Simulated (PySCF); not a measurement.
# C6H9BrO, SMILES `O=CCC[CH]1C[CH]1Br`: electronic structure

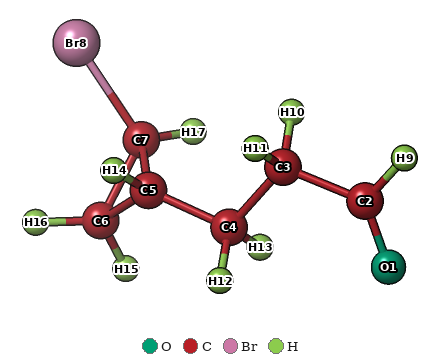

The molecule, with its atoms numbered as below. No frequency check shows the geometry to be a minimum.

Coordinates in Å:

```
O1       4.3560   -0.0053   -0.4222
C2       3.6461    0.8797   -0.0391
C3       2.2022    0.7378    0.3447
C4       1.6994   -0.7000    0.2196
C5       0.2307   -0.8010    0.5509
C6      -0.6170   -1.8962   -0.0302
C7      -0.7800   -0.4889   -0.5067
Br8     -2.3714    0.4929   -0.0291
H9       4.0238    1.9174    0.0598
H10      1.6213    1.4084   -0.2956
H11      2.0880    1.1033    1.3691
H12      2.2732   -1.3400    0.8935
H13      1.8787   -1.0529   -0.7978
H14     -0.0149   -0.4879    1.5595
H15     -0.1587   -2.6016   -0.7079
H16     -1.3942   -2.3244    0.5848
H17     -0.4562   -0.2207   -1.5019
```

Part 1: Bonding charge

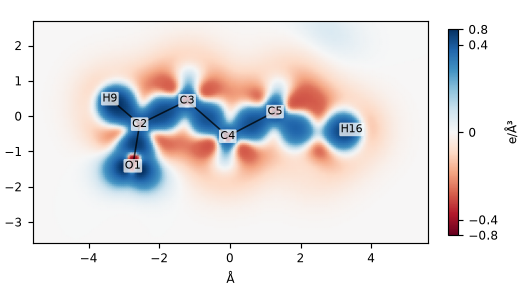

Deformation density (molecule less spherical, spin-averaged free atoms) in the plane of O1, C2, C3, C4, C5, H9 and H16; colour scale in e/Å³, logarithmic beyond ±0.1; blue: gain, red: loss.

Method: TPSS/def2-SVP; geometry: GFN2-xTB; program: PySCF.

> How much density has each bond in this plane gained at its critical point, relative to the free atoms?

C2–H9: +0.70 e/Å³ at the bond critical point (bond length 1.11 Å, Mayer order 0.9). O1–C2: +0.57 e/Å³ at the bond critical point (bond length 1.20 Å, Mayer order 2.2). C2–C3: +0.52 e/Å³ at the bond critical point (bond length 1.50 Å, Mayer order 1.0). C4–C5: +0.45 e/Å³ at the bond critical point (bond length 1.51 Å, Mayer order 1.1). C3–C4: +0.44 e/Å³ at the bond critical point (bond length 1.53 Å, Mayer order 1.1). In all, 3.7 electrons gather in the regions of gain relative to the promolecule.

> Where do the Hirshfeld charges lie?

The highest Hirshfeld charge is on C2 (+0.14 e), the lowest on O1 (−0.20 e).

Part 2: Bond critical points

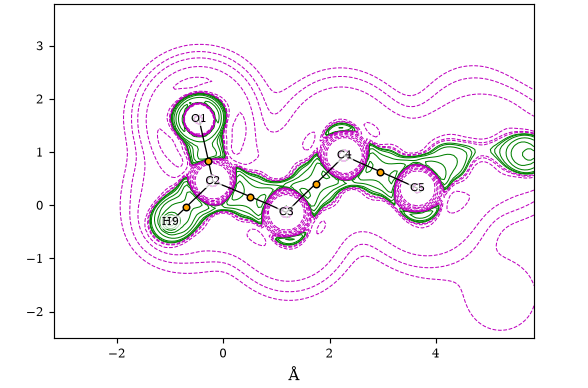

Negative Laplacian of the density (−∇²ρ) in the plane of O1, C2, C3, C4, C5 and H9 (solid green lines positive, dashed magenta lines negative, contours at ±0.02 to ±8 a.u.), with bond paths and bond critical points (dots).

> At which bond critical points in this plane is charge locally concentrated, and at which depleted?

Concentrated (∇²ρ < 0): C2–H9 (−1.00 a.u.); C2–C3 (−0.63 a.u.); C4–C5 (−0.57 a.u.); C3–C4 (−0.54 a.u.). Depleted (∇²ρ > 0): O1–C2 (+0.63 a.u., H = −0.717). A positive Laplacian with clearly negative H marks a strongly polar covalent bond, whose critical point lies close to the core of the less electronegative atom.

> Where along O1–C2 does the critical point lie?

0.80 Å from O1 and 0.39 Å from C2.

Part 3: Electrostatic potential

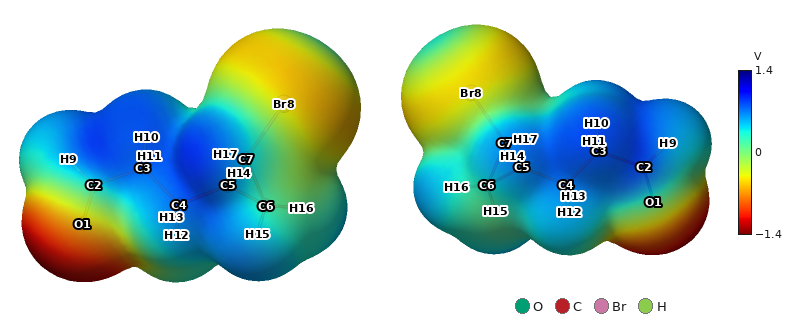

Electrostatic potential on the surface of electron density 0.001 a.u. (back view left, front view right).

> Where are the extremes of the potential on the surface?

Highest: 0.93 V, 1.3 Å from H17. Further maxima include 0.58 V, 1.3 Å from H16. Lowest: −1.33 V, 1.7 Å from O1. Further minima include −0.62 V, 2.2 Å from Br8; 0.03 V, off the C5–C6 bond (2.0 to 2.1 Å from its atoms). The surface is sampled at points, so like sites can differ by a few per cent and only the strongest of them is named.

Part 4: Excited states

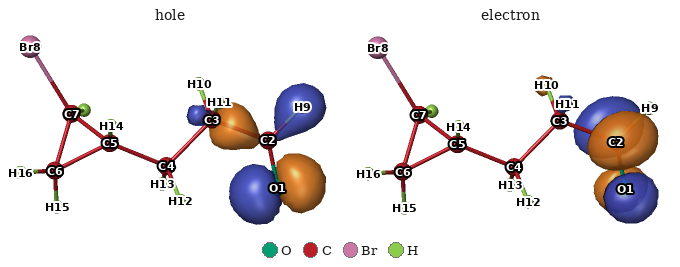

Leading natural transition orbital pair of S₁ (TDA singlet states); the surfaces enclose about 70 % of each orbital's density.

PySCF calculation, PBE0/cc-pVDZ, gas phase; geometry: GFN2-xTB. Without diffuse functions Rydberg states are missing, so the states' numbers hold for this basis only.

> Where does the state lie, and where do hole and electron sit?

4.46 eV (278 nm), f = 0.000 (very weak); the leading pair carries 100 %; hole on O1 (62 %), C2 (13 %) and H9 (10 %), electron on C2 (46 %), O1 (35 %) and C3 (7 %); their centroids lie 0.4 Å apart. In canonical orbitals it is mainly HOMO → LUMO (92 %). The HOMO–LUMO gap is 6.87 eV.

Part 5: In an electric field

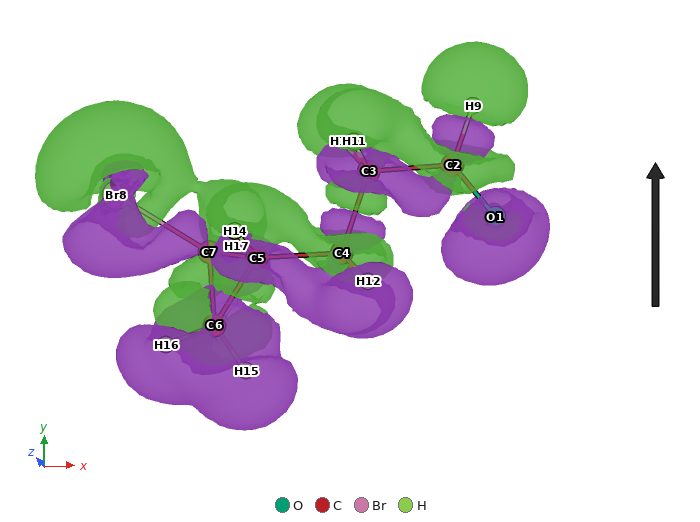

Change of the electron density in a uniform field of 0.21 V/Å along +y (arrow), surfaces at ±0.001 e/Å³ (purple: gain, green: loss).

Computed with PySCF, PBE0/cc-pVDZ, geometry: GFN2-xTB. A basis without diffuse functions makes polarisabilities too small.

> What dipole is induced, and what polarisability does it imply?

The induced dipole is 0.80 D (along the field); α along this axis, from the fields in both directions, is 79 bohr³ (11.7 Å³).

> Which atoms gain and lose the most charge?

Electrons gather most on O1 (Hirshfeld charge changes by −0.009 e) and leave Br8 most (+0.013 e); 0.080 electrons are displaced in all.

Part 6: Localised orbitals

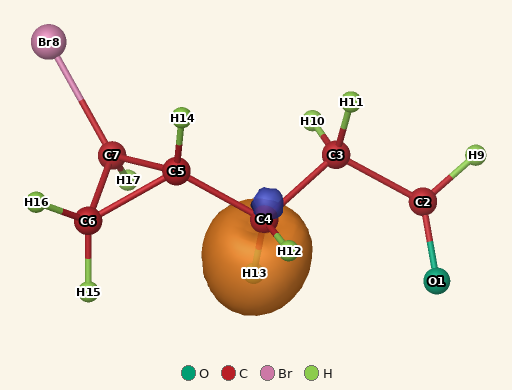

Intrinsic bond orbitals (IBO), occupied; each surface holds about 70 % of the orbital's density. Energies are diagonal elements of the Fock matrix.

Level of theory: LDA (SVWN)/cc-pVDZ (PySCF), at a geometry from GFN2-xTB.

> What does this orbital represent?

σ bond C4–H13 (C4 57 %, H13 42 %; −11.7 eV).
